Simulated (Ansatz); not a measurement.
# O2Zr (zirconia): CAM-B3LYP/def2-TZVP (core potential)

Aim: the vertical singlet–triplet gap of O2Zr (zirconia) at CAM-B3LYP/def2-TZVP (core potential), from 2 runs. 

The calculation is run with Ansatz 0.2.0.

### 1 The molecule

O2Zr: 3 atoms, total charge 0, spin state singlet. As SMILES, `[O]=[Zr]=[O]`. The coordinates come from a PBE0-D4/def2-TZVP relaxation.

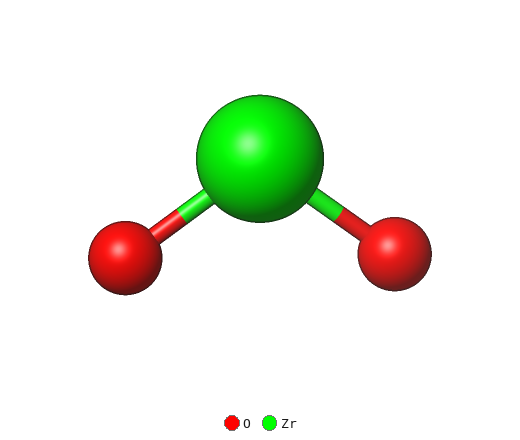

The structure, seen from a chosen angle (oxygen red, zirconium green).

### 2 The energy at CAM-B3LYP/def2-TZVP (core potential)

run.yaml reads:

```yaml
crystal:
  periodic: [false, false, false]
  atoms:
    - symbol: O
      position_ang: [0.654500, 1.252500, 0.388400]
    - symbol: Zr
      position_ang: [0.348500, -0.481700, 0.351800]
    - symbol: O
      position_ang: [-1.003000, -0.770800, -0.740100]
basis:
  gaussian:
    orbitals: def2-TZVP
hamiltonian:
  xc: {name: CAM-B3LYP}
accuracy: high
output: {orbitals: {seedname: orbitals}}
```

Run with:

```bash
$ ansatz run run.yaml --threads 1 --pin off --max-ram 3480MiB --events-out events.jsonl --progress --plain --runs-dir runs
```

The program printed:

```text
Warning: RAYON_NUM_THREADS=1 ignored (pool sized by the plan → 1); use --threads N
Functional definition: CAM-B3LYP
  name "CAM-B3LYP"
  parameter alpha = 0.19
  parameter beta = 0.46
  parameter omega = 0.33/bohr
  parameter ac = 0.81
  exchange = (1 - alpha - beta)*b88_x + beta*b88_x_sr(omega) + alpha*exact_x + beta*exact_x_lr(omega)
  correlation = (1 - ac)*vwn5_c + ac*lyp_c
1687 factors; integrals over basis functions are off by at most 3.4e-9 eV
377 factors; integrals over basis functions are off by at most 1.5e-9 eV
mean field evaluation 1: about -5352.7303 eV, gradient 1.1e2 eV
mean field evaluation 2: about -5051.7565 eV, gradient 3.5e2 eV
mean field evaluation 4: about -5374.6557 eV, gradient 7.4e0 eV
mean field evaluation 8: about -5374.7675 eV, gradient 6.8e-1 eV
mean field evaluation 16: about -5374.7684 eV, gradient 1.3e-4 eV
mean field -5374.76840728 eV, -197.5190958186 hartree, gradient 3.9e-8 eV, S^2 0.000000; 0 other end points of the search recorded, 0 dependent functions left out
reference -5374.76842305 eV, -197.5190963984 hartree; 14, 14 occupied and 88, 88 virtual orbitals, 1687 factors
Total energy: -5374.76842305 eV, -197.5190963984 hartree
```

It took 6.9 s on 1 thread of Intel Xeon Platinum 8488C (Sapphire Rapids), shared host; peak memory 0.32 GiB.

### 3 The triplet at the same level

input.yaml reads:

```yaml
crystal:
  periodic: [false, false, false]
  atoms:
    - {symbol: O, position_ang: [0.654500, 1.252500, 0.388400]}
    - {symbol: Zr, position_ang: [0.348500, -0.481700, 0.351800]}
    - {symbol: O, position_ang: [-1.003000, -0.770800, -0.740100]}
basis:
  gaussian:
    orbitals: def2-TZVP
magnetization:
  spin_polarized: true
  initial_magnetization: 2
hamiltonian:
  xc: {name: CAM-B3LYP}
accuracy: high
output: {orbitals: {seedname: orbitals}}
```

Run with:

```bash
$ ansatz run input.yaml --threads 1 --pin off --max-ram 3480MiB --events-out events.jsonl --progress --plain --runs-dir runs
```

The program printed (excerpt; [...] marks lines left out):

```text
Warning: RAYON_NUM_THREADS=1 ignored (pool sized by the plan → 1); use --threads N
[... 2 set-up lines as earlier in the session ...]
[...]
1687 factors; integrals over basis functions are off by at most 3.4e-9 eV
377 factors; integrals over basis functions are off by at most 1.5e-9 eV
[...]
mean field -5372.68184429 eV, -197.4424160432 hartree, gradient 9.2e-8 eV, S^2 2.033875; 6 other end points of the search recorded, 0 dependent functions left out
reference -5372.68185942 eV, -197.4424165992 hartree; 15, 13 occupied and 87, 89 virtual orbitals, 1687 factors
Total energy: -5372.68185942 eV, -197.4424165992 hartree
```

Run time: 27 s. Hardware: 1 thread of Intel Xeon Platinum 8488C (Sapphire Rapids), shared host; peak memory 0.45 GiB.

### 4 Summary of results

Level: CAM-B3LYP/def2-TZVP (core potential).

| quantity | value |
| --- | --- |
| singlet: total energy | -197.51910 Eh |
| singlet: HOMO energy | -8.18 eV |
| singlet: LUMO energy | -2.32 eV |
| singlet: HOMO–LUMO gap | 5.86 eV |
| triplet: total energy | -197.44242 Eh |
| triplet: HOMO energy (highest over α and β) | -6.22 eV |
| triplet: LUMO energy (lowest over α and β) | -4.37 eV |
| triplet: ⟨S²⟩ | 2.034 |
| vertical energy of the triplet above the singlet | 2.087 eV |

What this shows: At this shape the triplet lies 2.09 eV (201 kJ/mol) above the singlet.
